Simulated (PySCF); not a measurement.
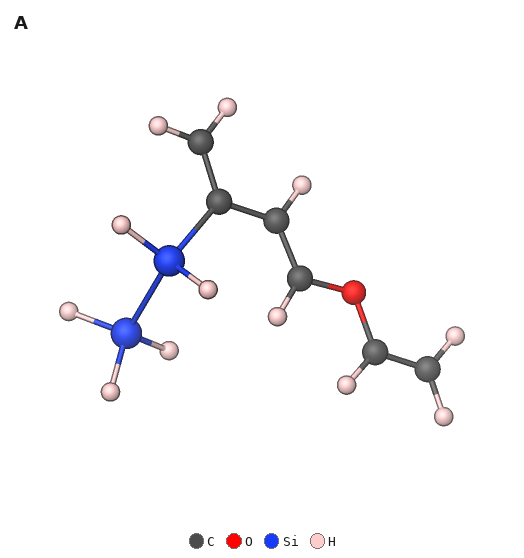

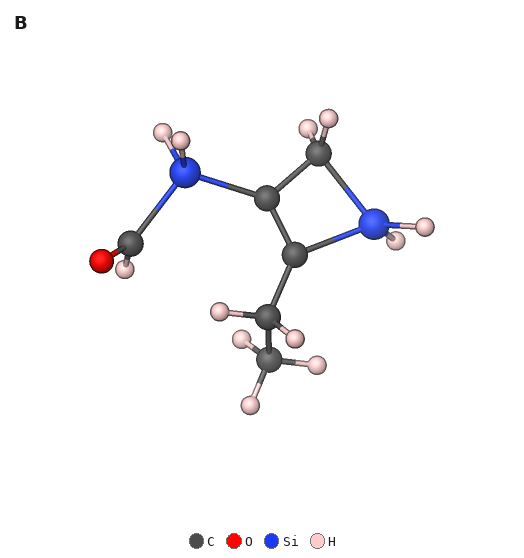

2 stationary structures of one formula. Geometries: GFN2-xTB. Electronic energies: PBE0/pcSseg-1 (PySCF 2.14.0), without zero-point energy. No frequency run is at hand to confirm each as a minimum. Each is one conformer, not always the lowest.

Are they conformers, stereoisomers or constitutional isomers?

They are constitutional isomers of C6H12OSi2: A `C=CO/C=C/C(=C)[SiH2][SiH3]`, B `CCC1=C([SiH2]C=O)C[SiH2]1`.

Rank them by energy, lowest first.

B is lowest; A lies 0.680 eV above it.

The geometry is semi-empirical. Around Si such bond lengths and angles can be off by a tenth of an ångström or more and by several degrees, and values that hang on the shape move with them.
